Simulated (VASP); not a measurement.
Band structure of Ni$_{3}$Fe (L1_2). Level of theory: LDA (Ceperley-Alder, Perdew-Zunger), VASP's LDA PAW potentials (set 64) (plane waves; VASP 6.6.1).

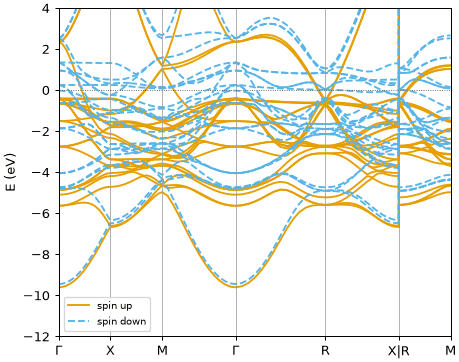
Fig. 1. Bands along high-symmetry lines, zero at the valence-band maximum or, without a gap, the Fermi level

**Question.** Read the plot: is there a gap, and where are the band edges?

**Answer.** It has no gap at this level: it comes out as a metal or semimetal. (Edges off the drawn lines would not show.)

The compound is Ni3Fe in the L1_2 structure. It was relaxed first, which changed the volume by -9 %.
